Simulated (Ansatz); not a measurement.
# Geometry relaxation of CH₇BFN (part 2 of 2)

CH₇BFN; RKS B3LYP/6-31G* (Ansatz 0.2.0). The input holds or restrains some coordinates. It belongs to a series of runs on one base structure; here: pulled along the bonds that form and break, towards end A.

Geometry of the input (Å):
```
B  0.0000  0.0000  0.0000
H  0.0000  0.0000  1.5400
C  1.3856  0.0000  -0.8000
H  1.7152  -1.0462  -0.9702
H  1.2491  0.5080  -1.7774
H  2.1552  0.5381  -0.2082
N  -1.3423  0.0000  -0.7750
H  -2.0112  -0.8164  -0.6764
H  -1.5914  0.8164  -1.4036
F  -0.2026  1.5239  0.5108
H  -0.1143  0.8600  1.4996
```

### Trajectory as extended XYZ, continued
```
11
Properties=species:S:1:pos:R:3:forces:R:3 step=3 energy=-6033.64253
B    -0.0064   -0.2328    0.0239   -1.3237   2.5970  -1.2512
H     0.0345   -0.3254    1.3522   -0.2507  -1.2336  -1.8919
C     1.3773   -0.0112   -0.7823   -0.6372  -0.1477   0.5116
H     1.7230   -1.0400   -0.9747    0.3783   0.1176  -0.1786
H     1.2455    0.4999   -1.7634   -0.1105  -0.3720   0.5454
H     2.1525    0.5306   -0.2118   -0.1300  -0.3277  -0.0848
N    -1.3222   -0.0348   -0.7498    1.2562  -1.1143   1.0814
H    -2.0071   -0.7922   -0.6840   -0.1408   0.8757  -0.0315
H    -1.5729    0.7780   -1.3750    0.8343  -1.7066   0.8928
F    -0.2190    1.7979    0.6768    0.2766   0.8822   0.7245
H    -0.1620    1.2137    1.4278   -0.1524   0.4294  -0.3179
11
Properties=species:S:1:pos:R:3:forces:R:3 step=4 energy=-6034.21475
B    -0.0090   -0.3067   -0.0058   -0.9831   2.7283  -2.0449
H     0.0206   -0.4416    1.1968   -0.2387  -1.2195  -0.1440
C     1.3672   -0.0170   -0.7779   -0.4792  -0.2072   0.2755
H     1.7380   -1.0379   -0.9789    0.3157   0.1046  -0.1475
H     1.2412    0.4875   -1.7533   -0.0866  -0.2169   0.2864
H     2.1443    0.5198   -0.2101   -0.1718  -0.2362   0.0222
N    -1.3014   -0.0663   -0.7311    1.1512  -0.9352   0.8395
H    -2.0226   -0.7761   -0.6615   -0.3539   0.5567   0.2653
H    -1.5358    0.7210   -1.3662    0.7923  -1.2150   0.3869
F    -0.2213    1.9557    0.7767    0.0739   1.6884  -0.9483
H    -0.1779    1.3454    1.4510   -0.0199  -1.0480   1.2089
11
Properties=species:S:1:pos:R:3:forces:R:3 step=5 energy=-6034.85410
B    -0.0201   -0.2195   -0.0535   -0.7026   0.4682  -0.8785
H    -0.0228   -0.5219    1.1242   -0.1303  -0.5275  -0.1724
C     1.3661   -0.0144   -0.7862   -0.2199   0.1631   0.0953
H     1.7531   -1.0309   -0.9873   -0.0130   0.1313   0.0098
H     1.2517    0.4842   -1.7563    0.0907  -0.0031  -0.0129
H     2.1359    0.5077   -0.2026   -0.0852  -0.0468  -0.0084
N    -1.2848   -0.1091   -0.7498    0.5669  -0.6845   0.7311
H    -2.0658   -0.7398   -0.5500    0.1736   0.8253   0.2471
H    -1.4894    0.6057   -1.4430    0.2991  -0.5712  -0.2126
F    -0.1940    2.0999    0.9040    0.0947  -0.0232   0.3243
H    -0.1866    1.3220    1.4400   -0.0740   0.2685  -0.1228
11
Properties=species:S:1:pos:R:3:forces:R:3 step=6 energy=-6035.14055
B    -0.0352   -0.1971   -0.0678   -0.0405  -0.0609  -0.7491
H    -0.0465   -0.5695    1.0739   -0.1149  -0.2881   0.2095
C     1.3525    0.0115   -0.7869   -0.1107   0.0643  -0.0161
H     1.7432   -1.0026   -0.9835   -0.0068   0.0752   0.0121
H     1.2616    0.5061   -1.7610    0.0716   0.0605  -0.0108
H     2.1174    0.5242   -0.1927   -0.0800   0.0394   0.0072
N    -1.2693   -0.1399   -0.7521    0.6337   0.2373   0.0155
H    -2.0868   -0.6080   -0.4080   -0.4680   0.2677   0.2232
H    -1.4265    0.4733   -1.5522    0.1055  -0.6174   0.0599
F    -0.1577    2.1110    0.9628    0.0291  -0.2248   0.3793
H    -0.2094    1.2748    1.4071   -0.0191   0.4468  -0.1308
11
Properties=species:S:1:pos:R:3:forces:R:3 step=7 energy=-6035.26515
B    -0.0396   -0.2053   -0.0843    0.1921  -0.0066  -0.4190
H    -0.0604   -0.5815    1.0569   -0.0803  -0.1349   0.2233
C     1.3468    0.0272   -0.7961   -0.0794  -0.1458  -0.1116
H     1.7514   -0.9782   -0.9990    0.0823   0.0428  -0.0170
H     1.2723    0.5370   -1.7654    0.0114   0.0402   0.0379
H     2.0958    0.5412   -0.1847   -0.0781   0.0498   0.0339
N    -1.2642   -0.1487   -0.7535   -0.6435  -0.1521   0.1591
H    -2.1400   -0.4623   -0.3021    0.7051   0.5569  -0.6219
H    -1.3628    0.3185   -1.6607   -0.1367  -0.5029   0.4712
F    -0.1519    2.0797    0.9920    0.0546   0.3198   0.1506
H    -0.2041    1.2561    1.4365   -0.0275  -0.0672   0.0937
11
Properties=species:S:1:pos:R:3:forces:R:3 step=8 energy=-6035.33265
B    -0.0477   -0.1846   -0.0865    0.0389  -0.3835  -0.5449
H    -0.0935   -0.5453    1.0569    0.0136   0.0137   0.3077
C     1.3296    0.0182   -0.8218    0.0987   0.2635   0.4144
H     1.7809   -0.9587   -1.0367    0.0489  -0.0396  -0.0199
H     1.2613    0.5782   -1.7604   -0.0274  -0.0232  -0.0662
H     2.0252    0.5556   -0.1582   -0.0038  -0.0853  -0.1955
N    -1.2693   -0.1589   -0.7563   -0.0912  -0.0032  -0.0087
H    -2.1510   -0.3838   -0.3141    0.0073   0.0986  -0.1188
H    -1.3439    0.1298   -1.7240   -0.1157  -0.0617   0.0397
F    -0.0223    2.0717    1.0621    0.0796   0.5036   0.0170
H    -0.2260    1.2617    1.4786   -0.0489  -0.2830   0.1752
11
Properties=species:S:1:pos:R:3:forces:R:3 step=9 energy=-6035.33888
B    -0.0621   -0.1946   -0.1263   -0.0341  -0.0937  -0.1309
H    -0.1117   -0.5655    1.0152   -0.0402  -0.0087   0.3067
C     1.3432    0.0296   -0.8113   -0.3286  -0.0805  -0.3756
H     1.8797   -0.9276   -0.8688    0.0501   0.0065  -0.0305
H     1.2465    0.4256   -1.8324    0.0796  -0.0761  -0.0078
H     1.9832    0.7223   -0.2604   -0.0425   0.0304   0.1870
N    -1.2994   -0.1280   -0.7797    0.3077  -0.0711  -0.1178
H    -2.1876   -0.2941   -0.3280    0.0326  -0.0388  -0.0123
H    -1.3821    0.1032   -1.7612   -0.0546   0.0808   0.0102
F     0.0151    2.0052    1.1260    0.0721   0.6072   0.0241
H    -0.1814    1.2076    1.5664   -0.0422  -0.3558   0.1469
11
Properties=species:S:1:pos:R:3:forces:R:3 step=10 energy=-6035.35305
B    -0.0687   -0.1863   -0.1131   -0.0287  -0.2204  -0.3523
H    -0.1228   -0.5459    1.0314   -0.0187  -0.0267   0.2884
C     1.3269    0.0297   -0.8140   -0.0993  -0.1566  -0.1903
H     1.8538   -0.9372   -0.8967   -0.0510   0.1352   0.0098
H     1.2428    0.4487   -1.8264    0.0223  -0.0413   0.0194
H     1.9735    0.6926   -0.2360    0.0582   0.0690   0.1058
N    -1.2905   -0.1551   -0.7927    0.0987  -0.0032  -0.0075
H    -2.1825   -0.3410   -0.3541    0.0424   0.0307  -0.0424
H    -1.3644    0.1245   -1.7626   -0.0446  -0.0182   0.0177
F    -0.0055    2.0268    1.1145    0.0238   0.3473   0.1382
H    -0.1192    1.2270    1.5895   -0.0031  -0.1159   0.0132
11
Properties=species:S:1:pos:R:3:forces:R:3 step=11 energy=-6035.35004 accepted=F
B    -0.0744   -0.1902   -0.1119   -0.0109  -0.2019  -0.4037
H    -0.1319   -0.5446    1.0338   -0.0171  -0.0348   0.2807
C     1.3186    0.0286   -0.8161   -0.0120   0.5358   0.2257
H     1.8502   -0.9169   -0.8862    0.2228  -0.3611  -0.0125
H     1.2362    0.4347   -1.8306   -0.0017   0.0301  -0.0496
H     1.9632    0.7123   -0.2303   -0.2285  -0.2202  -0.1869
N    -1.2908   -0.1627   -0.7996    0.0478   0.0159  -0.0076
H    -2.1861   -0.3409   -0.3668    0.0055   0.0125  -0.0092
H    -1.3613    0.1166   -1.7698   -0.0183  -0.0169   0.0104
F     0.0222    2.0200    1.1199    0.0352   0.4919   0.0592
H    -0.1027    1.2268    1.5972   -0.0228  -0.2513   0.0936
11
Properties=species:S:1:pos:R:3:forces:R:3 step=12 energy=-6035.35412
B    -0.0704   -0.1883   -0.1109   -0.0156  -0.2245  -0.4204
H    -0.1267   -0.5461    1.0335   -0.0104  -0.0235   0.2932
C     1.3219    0.0286   -0.8172   -0.0216   0.0323  -0.0058
H     1.8571   -0.9288   -0.8919    0.0141  -0.0040   0.0040
H     1.2396    0.4411   -1.8309    0.0013  -0.0124  -0.0065
H     1.9625    0.7014   -0.2349   -0.0163  -0.0113  -0.0010
N    -1.2885   -0.1567   -0.7947    0.0542   0.0046  -0.0237
H    -2.1827   -0.3326   -0.3592   -0.0047   0.0076  -0.0060
H    -1.3608    0.1167   -1.7663   -0.0195  -0.0061   0.0109
F     0.0014    2.0225    1.1207    0.0558   0.5890  -0.0014
H    -0.1101    1.2259    1.5914   -0.0373  -0.3518   0.1567
```

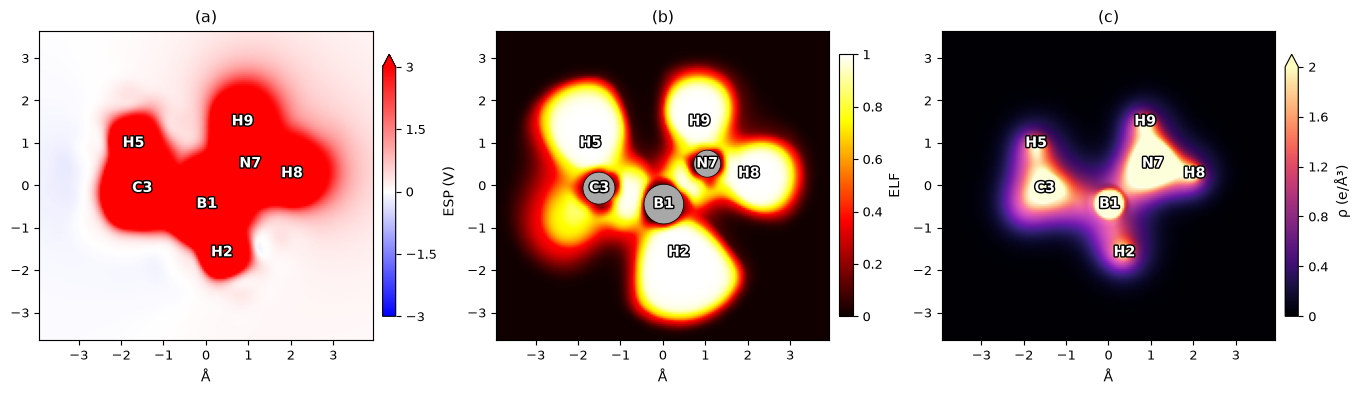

*(a) electrostatic potential; (b) electron localisation function; (c) total electron density on the plane of atoms B1, N7 and H8. Grey discs, where drawn, cover atomic cores.*

B–H (1.20 Å): ρ is about 1.2 e/Å³ halfway; the ELF climbs to about 1 towards the hydrogen; a covalent bond by its length.

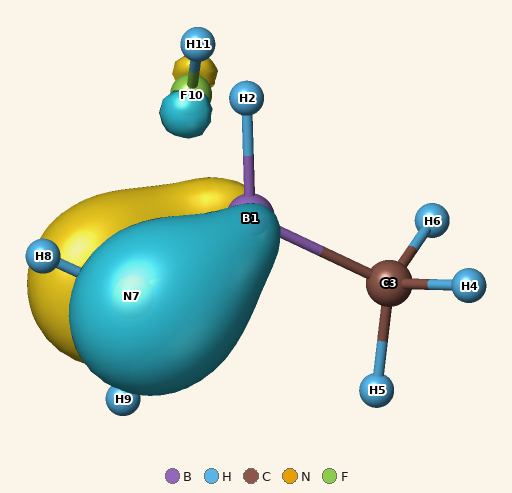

*The HOMO at ±0.2 Å⁻³ᐟ² (yellow and cyan are the two phases), seen at a tilt.*

Its energy is −7.63 eV.

### Summary

| quantity | value |
| --- | --- |
| outcome | converged under the restraints of the input |
| total energy | −6035.3543 eV |
| mean-field energy | −6035.3543 eV |
| largest force (length of the vector) at the end, held atoms and coordinates included | 0.592 eV/Å |
| hardware | 1 thread of Arm Neoverse V2, 24 GiB of memory available, shared host |
| wall time | 33 s |
| peak memory | 0.17 GiB |
